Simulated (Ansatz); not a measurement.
# quartet SnH3O2 at 6 levels

We compute a comparison of 6 runs (U-r2SCAN/def2-SVPD, UB2PLYP/def2-SVPD, UBHLYP/def2-SVPD, UBLYP/def2-SVPD, RPA@PBE/def2-SVPD, UCCSD/def2-SVPD) of quartet SnH3O2. 

Program for the calculation: Ansatz 0.2.0.

43 further runs of the same task are left out: 43 set aside as unsound or not needed.

## Step 1: Starting point

SnH3O2: 6 atoms, total charge 0, spin state quartet. SMILES of the parent species: `[OH][SnH][OH]`. The shape is that of a PBE0-D4/def2-TZVP optimisation. This is one conformer, not always the lowest. That shape belongs to the parent species and isn't relaxed for this state.

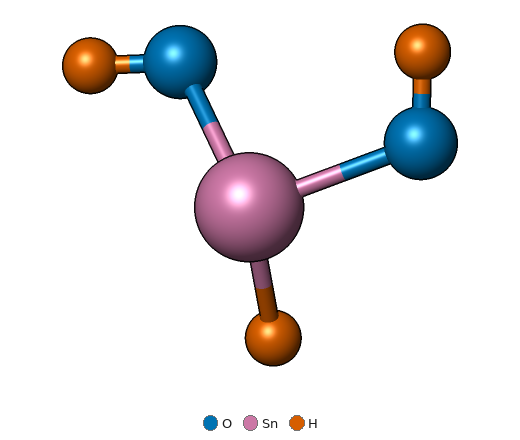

The structure, seen from a chosen angle (oxygen blue, tin pink, hydrogen orange).

## Step 2: The energy at U-r2SCAN/def2-SVPD (core potential) (run 1)

File in.yaml:

```yaml
crystal:
  periodic: [false, false, false]
  atoms:
    - symbol: O
      position_ang: [-1.248300, -0.684700, -0.233400]
    - symbol: Sn
      position_ang: [0.417000, 0.302500, -0.639600]
    - symbol: O
      position_ang: [1.413900, -0.038300, 1.016700]
    - symbol: H
      position_ang: [-1.852000, -0.783400, -0.973600]
    - symbol: H
      position_ang: [0.128600, 2.026100, -0.624300]
    - symbol: H
      position_ang: [1.182700, -0.886000, 1.408100]
basis:
  gaussian:
    orbitals: def2-SVPD
magnetization:
  spin_polarized: true
  initial_magnetization: 3
hamiltonian:
  xc: r2scan
accuracy: high
output: {orbitals: {seedname: orbitals}}
```

Command:

```bash
$ ansatz run in.yaml --threads 1 --pin off --max-ram 3480MiB --events-out events.jsonl --progress --plain --runs-dir runs
```

Standard output:

```text
Warning: RAYON_NUM_THREADS=1 ignored (pool sized by the plan → 1); use --threads N
Functional definition: r2SCAN
  name "r2SCAN"
  parameter k0 = 0.174
  parameter k1 = 0.065
  parameter a1 = 4.9479
  exchange = r2scan_x(k0 = k0, k1 = k1, a1 = a1)
  correlation = r2scan_c
2187 factors; integrals over basis functions are off by at most 3.0e-9 eV
mean field evaluation 1: about -9952.0373 eV, gradient 5.7e1 eV
mean field evaluation 2: about -9813.0225 eV, gradient 1.6e2 eV
mean field evaluation 4: about -9944.0870 eV, gradient 6.4e1 eV
mean field evaluation 8: about -9965.1592 eV, gradient 4.9e0 eV
mean field evaluation 16: about -9965.2969 eV, gradient 4.5e-2 eV
mean field evaluation 32: about -9965.2969 eV, gradient 7.7e-7 eV
mean field evaluation 64: about -9965.1667 eV, gradient 2.1e0 eV
mean field evaluation 96: about -9964.9219 eV, gradient 3.3e0 eV
mean field -9965.29691980 eV, -366.2179070817 hartree, gradient 4.9e-8 eV, S^2 3.762536; 10 other end points of the search recorded, 0 dependent functions left out
reference -9965.29692592 eV, -366.2179073069 hartree; 22, 19 occupied and 80, 83 virtual orbitals, 2187 factors
Total energy: -9965.29692592 eV, -366.2179073069 hartree
```

It took 54 s on 1 thread of Arm Neoverse V1, shared host; peak memory 0.51 GiB.

## Step 3: The energy at UB2PLYP/def2-SVPD (core potential) (run 2)

File job.yaml:

```yaml
crystal:
  periodic: [false, false, false]
  atoms:
    - {symbol: O, position_ang: [-1.248300, -0.684700, -0.233400]}
    - {symbol: Sn, position_ang: [0.417000, 0.302500, -0.639600]}
    - {symbol: O, position_ang: [1.413900, -0.038300, 1.016700]}
    - {symbol: H, position_ang: [-1.852000, -0.783400, -0.973600]}
    - {symbol: H, position_ang: [0.128600, 2.026100, -0.624300]}
    - {symbol: H, position_ang: [1.182700, -0.886000, 1.408100]}
basis:
  gaussian: {orbitals: def2-SVPD}
magnetization: {spin_polarized: true, initial_magnetization: 3}
hamiltonian: {xc: {name: B2PLYP}}
correlation: {frozen_orbitals: {H: 0, O: 1, Sn: 4}}
accuracy: high
output: {orbitals: {seedname: orbitals}}
```

Command:

```bash
$ ansatz run job.yaml --threads 1 --pin off --max-ram 3480MiB --events-out events.jsonl --progress --plain --runs-dir runs
```

Standard output:

```text
Warning: RAYON_NUM_THREADS=1 ignored (pool sized by the plan → 1); use --threads N
Functional definition: B2PLYP
  name "B2PLYP"
  parameter a = 0.53
  parameter c = 0.27
  exchange = (1 - a)*b88_x + a*exact_x
  correlation = (1 - c)*lyp_c + c*(mp2_os + mp2_ss)
2187 factors; integrals over basis functions are off by at most 3.0e-9 eV
mean field evaluation 1: about -9940.9108 eV, gradient 4.3e1 eV
mean field evaluation 2: about -9940.9741 eV, gradient 4.3e1 eV
mean field evaluation 4: about -9948.6999 eV, gradient 6.3e0 eV
mean field evaluation 8: about -9949.4565 eV, gradient 1.0e0 eV
mean field evaluation 16: about -9949.6142 eV, gradient 3.7e-1 eV
mean field evaluation 32: about -9949.2659 eV, gradient 4.4e0 eV
mean field evaluation 64: about -9947.9993 eV, gradient 2.7e0 eV
mean field -9949.63027994 eV, -365.6421686862 hartree, gradient 2.7e-8 eV, S^2 3.764672; 6 other end points of the search recorded, 0 dependent functions left out
6 core orbitals not correlated: weight in the atoms' cores, before any rotation towards them, 1.000 or more for the frozen orbitals, at most 0.000 for the correlated occupied ones
reference -9949.63030382 eV, -365.6421695639 hartree; 16, 13 occupied and 80, 83 virtual orbitals, 2187 factors
second order -15.91460558 eV of doubles, -0.00000000 eV of singles
Total energy: -9953.92724733 eV, -365.8000793252 hartree
```

It took 38 s on 1 thread of Arm Neoverse V1, shared host; peak memory 0.61 GiB.

Runs 3 to 4 aren't shown in full; the table further down has their settings and results.

## Step 4: A single-point energy at RPA@PBE/def2-SVPD (core potential) (run 5)

File in.yaml:

```yaml
crystal:
  periodic: [false, false, false]
  atoms:
    - {symbol: O, position_ang: [-1.248300, -0.684700, -0.233400]}
    - {symbol: Sn, position_ang: [0.417000, 0.302500, -0.639600]}
    - {symbol: O, position_ang: [1.413900, -0.038300, 1.016700]}
    - {symbol: H, position_ang: [-1.852000, -0.783400, -0.973600]}
    - {symbol: H, position_ang: [0.128600, 2.026100, -0.624300]}
    - {symbol: H, position_ang: [1.182700, -0.886000, 1.408100]}
basis:
  gaussian: {orbitals: def2-SVPD}
total_charge: 0
magnetization: {spin_polarized: true, initial_magnetization: 3}
hamiltonian: {xc: {name: PBE}}
correlation: {method: rpa, frozen_orbitals: {H: 0, O: 1, Sn: 4}}
accuracy: high
```

Command:

```bash
$ ansatz run in.yaml --threads 1 --pin off --max-ram 3480MiB --events-out events.jsonl --progress --plain --runs-dir runs
```

Standard output:

```text
Warning: RAYON_NUM_THREADS=1 ignored (pool sized by the plan → 1); use --threads N
Functional definition: PBE
  name "PBE"
  parameter kappa = 0.804
  parameter beta = 0.06672455060314922
  exchange = pbe_x(kappa = kappa, mu = beta*pi^2/3)
  correlation = pbe_c(beta = beta)
2187 factors; integrals over basis functions are off by at most 3.0e-9 eV
mean field evaluation 1: about -9945.5543 eV, gradient 6.1e1 eV
mean field evaluation 2: about -9945.5530 eV, gradient 6.1e1 eV
mean field evaluation 4: about -9958.6622 eV, gradient 1.3e1 eV
mean field evaluation 8: about -9958.6621 eV, gradient 1.3e1 eV
mean field evaluation 16: about -9960.8901 eV, gradient 5.8e-1 eV
mean field evaluation 32: about -9958.1610 eV, gradient 2.1e1 eV
mean field evaluation 64: about -9960.0414 eV, gradient 9.8e0 eV
mean field evaluation 96: about -9960.8546 eV, gradient 3.6e0 eV
mean field evaluation 128: about -9960.8891 eV, gradient 1.2e-1 eV
mean field evaluation 160: about -9920.4982 eV, gradient 2.4e1 eV
mean field -9960.95065730 eV, -366.0581848808 hartree, gradient 2.3e-8 eV, S^2 3.755278; 10 other end points of the search recorded, 0 dependent functions left out
6 core orbitals not correlated: weight in the atoms' cores, before any rotation towards them, 1.000 or more for the frozen orbitals, at most 0.000 for the correlated occupied ones
reference -9915.75889539 eV, -364.3974182628 hartree; 16, 13 occupied and 80, 83 virtual orbitals, 2187 factors
Total energy: -9938.81231380 eV, -365.2446157631 hartree
```

It took 56 s on 1 thread of Arm Neoverse V1, shared host; peak memory 0.66 GiB.

## Step 5: The energy at UCCSD/def2-SVPD (core potential) (run 6)

File run.yaml:

```yaml
crystal:
  periodic: [false, false, false]
  atoms:
    - symbol: O
      position_ang: [-1.248300, -0.684700, -0.233400]
    - symbol: Sn
      position_ang: [0.417000, 0.302500, -0.639600]
    - symbol: O
      position_ang: [1.413900, -0.038300, 1.016700]
    - symbol: H
      position_ang: [-1.852000, -0.783400, -0.973600]
    - symbol: H
      position_ang: [0.128600, 2.026100, -0.624300]
    - symbol: H
      position_ang: [1.182700, -0.886000, 1.408100]
basis:
  gaussian: {orbitals: def2-SVPD}
magnetization: {spin_polarized: true, initial_magnetization: 3}
correlation: {method: ccsd, frozen_orbitals: {H: 0, O: 1, Sn: 4}}
accuracy: high
scf: {omitted_lower_state_checks: [cluster_reference, increment]}
```

Command:

```bash
$ ansatz run run.yaml --threads 1 --pin off --max-ram 3480MiB --events-out events.jsonl --progress --plain --runs-dir runs
```

Standard output:

```text
Warning: RAYON_NUM_THREADS=1 ignored (pool sized by the plan → 1); use --threads N
[... 16 lines left out ...]
6 core orbitals not correlated: weight in the atoms' cores, before any rotation towards them, 1.000 or more for the frozen orbitals, at most 0.000 for the correlated occupied ones
[... 53 lines left out ...]
Total energy: -9932.11438995 eV, -364.9984716019 hartree
Checks for a lower state left out: cluster_reference, increment
```

Run time: 4 min. Hardware: 1 thread of Arm Neoverse V1, shared host; peak memory 1.8 GiB.

## Step 6: The series

| run | level | frozen core orbitals | energy (Eh) | HOMO energy (eV) | ⟨S²⟩ | wall time |
| --- | --- | --- | --- | --- | --- | --- |
| 1 | U-r2SCAN/def2-SVPD (core potential) | – | -366.217907 | -2.26 | 3.763 | 54 s |
| 2 | UB2PLYP/def2-SVPD (core potential) | 6 | -365.800079 | -3.51 | 3.765 | 38 s |
| 3 | UBHLYP/def2-SVPD (core potential) | – | -366.052282 | -3.51 | 3.765 | 25 s |
| 4 | UBLYP/def2-SVPD (core potential) | – | -366.142053 | -1.88 | 3.756 | 33 s |
| 5 | RPA@PBE/def2-SVPD (core potential) | 6 | -365.244616 | – | 3.755 | 56 s |
| 6 | UCCSD/def2-SVPD (core potential) | 6 | -364.998472 | – | 3.767 | 4 min |

## Step 7: Outcome

| quantity | value |
| --- | --- |
| run 6: total energy | -364.99847 Eh |
| run 6: correlation energy (6 core orbitals frozen) | -496.0 mEh |
| run 6: ⟨S²⟩ of the reference determinant | 3.767 |
| run 6: T1 diagnostic | 0.031 |

In words: Totals of different functionals can't be ranked against each other. All runs together took 7.4 min, the longest 4 min.
